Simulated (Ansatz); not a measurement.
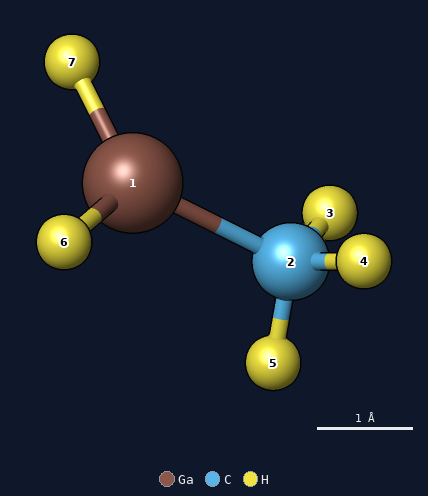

Figure 1. The input geometry (ball-and-stick view, seen at a tilt; atoms are numbered from 1 in the order of the input). Sticks mark near contacts. Bond lengths as drawn: C–Ga 1.98 Å, C–H 1.11 Å and Ga–H 1.59 Å.

**Run report: CH5Ga, nudged elastic band**

CH5Ga, computed with RKS PBE-D4/def2-SVP (Ansatz 0.2.0).

It belongs to a series of runs on one base structure; here: band between the two ends. Figures and captions count atoms from 1; the log counts them from 0 in places.

Log
```
Engine: ansatz 0.2.0, x86_64-unknown-linux-gnu
Functional definition: PBE
  parameter kappa = 0.804
  parameter beta = 0.06672455060314922
  exchange = pbe_x(kappa = kappa, mu = beta*pi^2/3)
  correlation = pbe_c(beta = beta)
803 factors; their error is unknown
mean field evaluation 1: about -53470.3854 eV, gradient 6.2e1 eV
mean field evaluation 2: about -53454.2480 eV, gradient 9.4e1 eV
mean field evaluation 4: about -53478.6711 eV, gradient 2.8e0 eV
mean field evaluation 8: about -53478.7015 eV, gradient 1.2e-1 eV
mean field evaluation 16: about -53478.6703 eV, gradient 3.1e-5 eV
mean field -53478.67029107 eV, -1965.3048840520 hartree, gradient 3.1e-5 eV, S^2 0.000000; 0 other end points of the search recorded, 0 dependent functions left out
the calculation of the forces begins
reference -53478.67032718 eV, -1965.3048853793 hartree; 21, 21 occupied and 50, 50 virtual orbitals, 803 factors
803 factors; their error is unknown
mean field evaluation 32: about -53478.2540 eV, gradient 2.7e-5 eV
mean field -53478.25402723 eV, -1965.2895866380 hartree, gradient 2.7e-5 eV, S^2 0.000000; 0 other end points of the search recorded, 0 dependent functions left out
[... from here on the field's lines of each further geometry are left out, up to the last ...]
NEB iter   1: max|band force component| = 6.996e0 eV/Å  barrier→ = 5.0187 eV  barrier← = 4.6022 eV  Δτ_max = 0.1971 Å  (294 SCF iters)
NEB iter   2: max|band force component| = 3.236e0 eV/Å  barrier→ = 3.7495 eV  barrier← = 3.3331 eV  Δτ_max = 0.1928 Å  (147 SCF iters)
NEB iter   3: max|band force component| = 1.822e0 eV/Å  barrier→ = 3.1129 eV  barrier← = 2.6964 eV  Δτ_max = 0.1890 Å  (133 SCF iters)
NEB iter   4: max|band force component| = 9.732e-1 eV/Å  barrier→ = 2.6551 eV  barrier← = 2.2386 eV  Δτ_max = 0.2000 Å  (134 SCF iters)
NEB iter   5: max|band force component| = 7.090e-1 eV/Å  barrier→ = 2.2650 eV  barrier← = 1.8485 eV  Δτ_max = 0.2000 Å  (138 SCF iters)
NEB iter   6: max|band force component| = 6.957e-1 eV/Å  barrier→ = 1.9078 eV  barrier← = 1.4913 eV  Δτ_max = 0.0822 Å  (138 SCF iters)
NEB iter   7: max|band force component| = 1.860e0 eV/Å  barrier→ = 1.9620 eV  barrier← = 1.5456 eV  CI = image 2  Δτ_max = 0.2000 Å  (133 SCF iters)
NEB iter   8: max|band force component| = 1.420e0 eV/Å  barrier→ = 2.3185 eV  barrier← = 1.9020 eV  CI = image 2  Δτ_max = 0.2000 Å  (136 SCF iters)
NEB iter   9: max|band force component| = 1.979e0 eV/Å  barrier→ = 2.5199 eV  barrier← = 2.1034 eV  CI = image 2  Δτ_max = 0.0994 Å  (133 SCF iters)
NEB iter  10: max|band force component| = 4.669e-1 eV/Å  barrier→ = 2.4669 eV  barrier← = 2.0504 eV  CI = image 2  Δτ_max = 0.1259 Å  (129 SCF iters)
NEB iter  11: max|band force component| = 1.523e-1 eV/Å  barrier→ = 2.4517 eV  barrier← = 2.0352 eV  CI = image 2  Δτ_max = 0.1081 Å  (128 SCF iters)
NEB iter  12: max|band force component| = 1.226e-1 eV/Å  barrier→ = 2.4472 eV  barrier← = 2.0307 eV  CI = image 2  Δτ_max = 0.0952 Å  (130 SCF iters)
NEB iter  13: max|band force component| = 9.019e-2 eV/Å  barrier→ = 2.4454 eV  barrier← = 2.0290 eV  CI = image 2  Δτ_max = 0.1955 Å  (131 SCF iters)
NEB iter  14: max|band force component| = 5.312e-1 eV/Å  barrier→ = 2.4461 eV  barrier← = 2.0296 eV  CI = image 2  Δτ_max = 0.0971 Å  (129 SCF iters)
NEB iter  15: max|band force component| = 2.100e-1 eV/Å  barrier→ = 2.4442 eV  barrier← = 2.0278 eV  CI = image 2  Δτ_max = 0.1970 Å  (131 SCF iters)
NEB iter  16: max|band force component| = 1.741e-1 eV/Å  barrier→ = 2.4441 eV  barrier← = 2.0276 eV  CI = image 2  Δτ_max = 0.1968 Å  (121 SCF iters)
NEB iter  17: max|band force component| = 3.281e-1 eV/Å  barrier→ = 2.4440 eV  barrier← = 2.0276 eV  CI = image 2  Δτ_max = 0.1002 Å  (110 SCF iters)
NEB iter  18: max|band force component| = 4.337e-1 eV/Å  barrier→ = 2.4440 eV  barrier← = 2.0276 eV  CI = image 2  Δτ_max = 0.2000 Å  (114 SCF iters)
NEB iter  19: max|band force component| = 6.155e-1 eV/Å  barrier→ = 2.4440 eV  barrier← = 2.0276 eV  CI = image 2  Δτ_max = 0.2000 Å  (114 SCF iters)
NEB iter  20: max|band force component| = 8.015e-1 eV/Å  barrier→ = 2.4440 eV  barrier← = 2.0276 eV  CI = image 2  Δτ_max = 0.1994 Å  (97 SCF iters)
NEB iter  21: max|band force component| = 8.700e-1 eV/Å  barrier→ = 2.4440 eV  barrier← = 2.0276 eV  CI = image 2  Δτ_max = 0.1998 Å  (99 SCF iters)
NEB iter  22: max|band force component| = 9.952e-1 eV/Å  barrier→ = 2.4440 eV  barrier← = 2.0276 eV  CI = image 2  Δτ_max = 0.1969 Å  (99 SCF iters)
NEB iter  23: max|band force component| = 8.513e-1 eV/Å  barrier→ = 2.4440 eV  barrier← = 2.0276 eV  CI = image 2  Δτ_max = 0.2000 Å  (105 SCF iters)
NEB iter  24: max|band force component| = 5.304e-1 eV/Å  barrier→ = 2.4440 eV  barrier← = 2.0276 eV  CI = image 2  Δτ_max = 0.2000 Å  (95 SCF iters)
NEB iter  25: max|band force component| = 2.626e-1 eV/Å  barrier→ = 2.4440 eV  barrier← = 2.0276 eV  CI = image 2  Δτ_max = 0.1927 Å  (94 SCF iters)
NEB iter  26: max|band force component| = 3.806e-1 eV/Å  barrier→ = 2.4440 eV  barrier← = 2.0276 eV  CI = image 2  Δτ_max = 0.0895 Å  (94 SCF iters)
NEB iter  27: max|band force component| = 3.656e-1 eV/Å  barrier→ = 2.4440 eV  barrier← = 2.0276 eV  CI = image 2  Δτ_max = 0.0483 Å  (99 SCF iters)
NEB iter  28: max|band force component| = 1.023e-1 eV/Å  barrier→ = 2.4440 eV  barrier← = 2.0276 eV  CI = image 2  Δτ_max = 0.0076 Å  (93 SCF iters)
the calculation of the forces begins
reference -53478.24788719 eV, -1965.2893609958 hartree; 21, 21 occupied and 50, 50 virtual orbitals, 803 factors
803 factors; their error is unknown
mean field evaluation 1120: about -53476.2525 eV, gradient 6.9e-2 eV
mean field -53476.22186319 eV, -1965.2149059870 hartree, gradient 2.8e-5 eV, S^2 0.000000; 1 other end points of the search recorded, 0 dependent functions left out
the calculation of the forces begins
reference -53476.22189640 eV, -1965.2149072075 hartree; 21, 21 occupied and 50, 50 virtual orbitals, 803 factors
NEB iter  29: max|band force component| = 3.687e-2 eV/Å  barrier→ = 2.4440 eV  barrier← = 2.0276 eV  CI = image 2  Δτ_max = 0.0000 Å  (222 SCF iters)
```

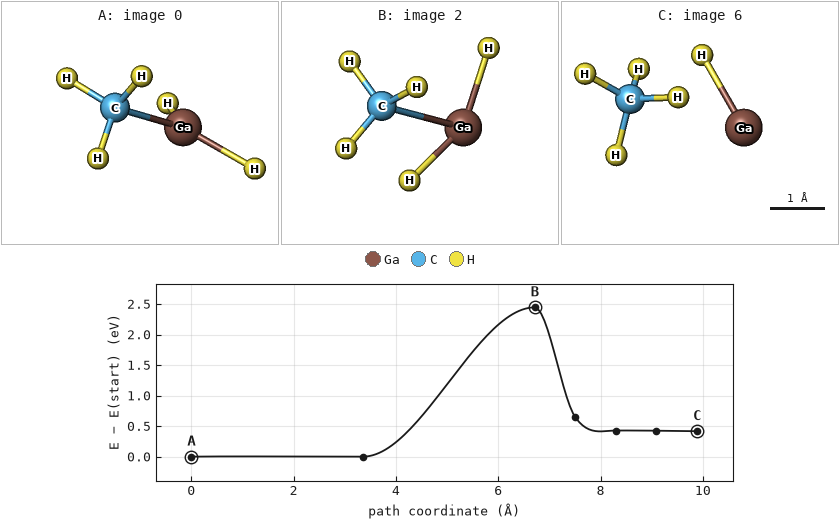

Figure 2. Images of the last band (counted from 0; ball-and-stick, seen at a tilt) above the energy along the path; the line is a cubic interpolation that uses the forces. The highest image is number 2, 2.444 eV above the start and 2.028 eV above the end (the climbing image); the end lies 0.416 eV above the start. The path is 9.89 Å long. The band converged in 29 iterations.

```
Total energy: -53476.31561075 eV, -1965.2183511465 hartree
Atom 0 at     0.391193    -0.053511    -0.538075 Å, force     0.000451     0.000211     0.000895 eV/Å
Atom 1 at     1.177885    -0.016608     1.668088 Å, force    -0.000020    -0.000077    -0.000057 eV/Å
Atom 2 at     0.448421    -0.670808     2.187337 Å, force     0.000052     0.000108    -0.000019 eV/Å
Atom 3 at     2.209314    -0.330877     1.915350 Å, force    -0.000119     0.000116    -0.000016 eV/Å
Atom 4 at     1.027399     1.044629     1.952396 Å, force    -0.000080    -0.000037     0.000029 eV/Å
Atom 5 at     1.800255    -0.456397    -0.010116 Å, force    -0.000321    -0.000186    -0.000587 eV/Å
Atom 6 at    -0.997067     0.483572    -0.037281 Å, force     0.000037    -0.000135    -0.000244 eV/Å
Dipole moment:    -0.018741     0.018854     0.091629 e Å
this run last wrote the band of iteration 29 to [file]
```

The last band as extended XYZ (Å, eV, eV/Å)
```
7
Properties=species:S:1:pos:R:3:forces:R:3 image=0 energy=-53478.75960
Ga    0.5634    0.0419   -0.0048    0.0059   0.0016  -0.0069
C     1.0932   -0.0395    1.8992   -0.0155  -0.0012  -0.0070
H     0.2369   -0.1999    2.5817    0.0003  -0.0001   0.0050
H     1.8277   -0.8587    2.0479    0.0078  -0.0073   0.0029
H     1.6087    0.9013    2.1852    0.0053   0.0079   0.0046
H     1.6746    0.2780   -1.1131    0.0033   0.0003  -0.0010
H    -0.9469   -0.1230   -0.4583   -0.0071  -0.0013   0.0024
7
Properties=species:S:1:pos:R:3:forces:R:3 image=1 energy=-53478.75959
Ga    0.6960    0.0425   -0.0376    0.0090   0.0133   0.0374
C     1.0370   -0.0534    1.9113   -0.0099   0.0046  -0.0313
H     1.4038   -1.0470    2.2341   -0.0001   0.0009  -0.0011
H     1.7532    0.7285    2.2348    0.0023  -0.0018  -0.0004
H     0.0814    0.1461    2.4444    0.0006  -0.0026   0.0002
H     0.5066   -1.2741   -0.9010   -0.0014  -0.0015  -0.0050
H     0.5794    1.4574   -0.7483   -0.0006  -0.0130   0.0003
7
Properties=species:S:1:pos:R:3:forces:R:3 image=2 energy=-53476.31558
Ga    0.3912   -0.0535   -0.5381    0.0005   0.0002   0.0009
C     1.1779   -0.0166    1.6681    0.0000  -0.0001  -0.0001
H     0.4484   -0.6708    2.1873    0.0001   0.0001   0.0000
H     2.2093   -0.3309    1.9154   -0.0001   0.0001   0.0000
H     1.0274    1.0446    1.9524   -0.0001   0.0000   0.0000
H     1.8003   -0.4564   -0.0101   -0.0003  -0.0002  -0.0006
H    -0.9971    0.4836   -0.0373    0.0000  -0.0001  -0.0002
7
Properties=species:S:1:pos:R:3:forces:R:3 image=3 energy=-53478.11456
Ga    0.2510   -0.0796   -0.9282   -0.3102  -0.0085  -0.7835
C     1.3309   -0.0797    1.6147    0.3232  -0.1393  -0.1145
H     0.4925   -0.6653    2.0468    0.1521  -0.0704  -0.3065
H     2.2740   -0.3542    2.1100    0.1695  -0.0076   0.3519
H     1.1145    0.9961    1.7831    0.1295  -0.1307  -0.2969
H     1.6032   -0.3554    0.5204   -0.3890   0.3097   1.0331
H    -1.0087    0.5381   -0.0092   -0.0752   0.0467   0.1165
7
Properties=species:S:1:pos:R:3:forces:R:3 image=4 energy=-53478.33137
Ga   -0.1044    0.1742   -1.2427    0.0009  -0.0006   0.0009
C     1.4953   -0.1045    1.6953   -0.0004  -0.0002  -0.0002
H     0.5780   -0.7002    1.8567   -0.0001  -0.0002   0.0001
H     2.3376   -0.5522    2.2548    0.0000   0.0004  -0.0008
H     1.3231    0.9320    2.0395   -0.0007  -0.0001  -0.0001
H     1.7651   -0.0966    0.6169   -0.0004   0.0002  -0.0004
H    -1.3373    0.3473   -0.0828    0.0008   0.0006   0.0005
7
Properties=species:S:1:pos:R:3:forces:R:3 image=5 energy=-53478.33475
Ga   -0.3172    0.6026   -1.0363   -0.0018   0.0027   0.0020
C     1.5680   -0.1036    1.6318    0.0007   0.0008  -0.0004
H     0.5411   -0.5129    1.5587   -0.0022   0.0055  -0.0031
H     2.1971   -0.8073    2.2083   -0.0039  -0.0035   0.0015
H     1.5375    0.8751    2.1463    0.0041   0.0011   0.0000
H     2.0122    0.0275    0.6249    0.0043  -0.0001   0.0008
H    -1.4813   -0.0813    0.0040   -0.0013  -0.0065  -0.0006
7
Properties=species:S:1:pos:R:3:forces:R:3 image=6 energy=-53478.34314
Ga   -0.4788    0.9308   -0.6956   -0.0007  -0.0004   0.0003
C     1.5950   -0.1200    1.5660    0.0016  -0.0026   0.0029
H     0.5639   -0.4649    1.3385    0.0045   0.0011   0.0017
H     1.9892   -0.7486    2.3874   -0.0040   0.0055  -0.0060
H     1.5870    0.9389    1.8868    0.0004  -0.0068  -0.0034
H     2.2453   -0.2308    0.6776   -0.0023   0.0024   0.0047
H    -1.4442   -0.3054   -0.0228    0.0005   0.0009  -0.0002
```

The run was set up as follows.

Input
```yaml
crystal:
  periodic: [false, false, false]
  atoms:
    - { symbol: Ga, position_ang: [0.563406, 0.041948, -0.004845] }
    - { symbol: C, position_ang: [1.093151, -0.039517, 1.899246] }
    - { symbol: H, position_ang: [0.236872, -0.199882, 2.581666] }
    - { symbol: H, position_ang: [1.82767, -0.858748, 2.047855] }
    - { symbol: H, position_ang: [1.608659, 0.901265, 2.185189] }
    - { symbol: H, position_ang: [1.674593, 0.277951, -1.1131] }
    - { symbol: H, position_ang: [-0.94695, -0.123016, -0.458312] }
basis:
  gaussian: { orbitals: def2-SVP }
hamiltonian:
  xc: pbe
  dispersion: d4
neb:
  order_check: false
  images: 5
  f_tol: 0.05
  max_iterations: 60
  final_atoms:
    - { symbol: Ga, position_ang: [-0.47881154, 0.93082739, -0.69564377] }
    - { symbol: C, position_ang: [1.59504037, -0.11998551, 1.56596673] }
    - { symbol: H, position_ang: [0.56392972, -0.46492221, 1.33845085] }
    - { symbol: H, position_ang: [1.98922693, -0.7485686, 2.38737221] }
    - { symbol: H, position_ang: [1.58696728, 0.93886335, 1.88676134] }
    - { symbol: H, position_ang: [2.24528905, -0.2308349, 0.67759579] }
    - { symbol: H, position_ang: [-1.44424082, -0.30537852, -0.02280415] }
  initial_path:
    images:
      - { positions_ang: [[0.563406, 0.041948, -0.004845], [1.093151, -0.039517, 1.899246], [0.236872, -0.199882, 2.581666], [1.82767, -0.858748, 2.047855], [1.608659, 0.901265, 2.185189], [1.674593, 0.277951, -1.1131], [-0.94695, -0.123016, -0.458312]] }
      - { positions_ang: [[0.3790751, 0.03564317, -0.00605954], [1.19788986, -0.03117678, 1.82105801], [0.29176885, -0.2402703, 2.39454112], [1.94021996, -0.81837828, 2.04247646], [1.62042252, 0.93349814, 2.14124085], [1.70636175, 0.18717734, -0.68102802], [-1.07833705, -0.06649229, -0.57452988]] }
      - { positions_ang: [[0.19474421, 0.02933834, -0.00727407], [1.30262873, -0.02283655, 1.74287001], [0.34666569, -0.2806586, 2.20741623], [2.05276993, -0.77800856, 2.03709793], [1.63218603, 0.96573127, 2.09729271], [1.7381305, 0.09640369, -0.24895605], [-1.20972409, -0.00996859, -0.69074776]] }
      - { positions_ang: [[0.01041331, 0.0230335, -0.00848861], [1.40736759, -0.01449633, 1.66468202], [0.40156254, -0.32104689, 2.02029135], [2.16531989, -0.73763884, 2.03171939], [1.64394955, 0.99796441, 2.05334456], [1.76989925, 0.00563003, 0.18311593], [-1.34111114, 0.04655512, -0.80696564]] }
      - { positions_ang: [[-0.15266164, 0.32563146, -0.23754033], [1.46992519, -0.04965939, 1.63177692], [0.45568493, -0.36900533, 1.79301118], [2.10662224, -0.74128209, 2.15027033], [1.62495546, 0.97826406, 1.99781682], [1.92836252, -0.07319161, 0.34794255], [-1.3754877, -0.07075609, -0.54557848]] }
      - { positions_ang: [[-0.31573659, 0.62822943, -0.46659205], [1.53248278, -0.08482245, 1.59887183], [0.50980733, -0.41696377, 1.56573101], [2.04792459, -0.74492534, 2.26882127], [1.60596137, 0.9585637, 1.94228908], [2.08682578, -0.15201326, 0.51276917], [-1.40986426, -0.1880673, -0.28419132]] }
      - { positions_ang: [[-0.47881154, 0.93082739, -0.69564377], [1.59504037, -0.11998551, 1.56596673], [0.56392972, -0.46492221, 1.33845085], [1.98922693, -0.7485686, 2.38737221], [1.58696728, 0.93886335, 1.88676134], [2.24528905, -0.2308349, 0.67759579], [-1.44424082, -0.30537852, -0.02280415]] }
```

Launched with:
```bash
ansatz run input.yaml --threads 1 --pin off --max-ram 2048MiB --backend cpu --events-out ev --progress --plain --runs-dir out
```

Key numbers

- outcome: converged
- barrier, forward: 2.444 eV
- barrier, backward: 2.028 eV
- hardware: 1 thread of Intel Xeon (Sapphire Rapids), 32 GiB of memory available, shared host
- wall time: 2.3 min
- peak memory: 0.15 GiB

Notes

The order of the saddle point was not checked.
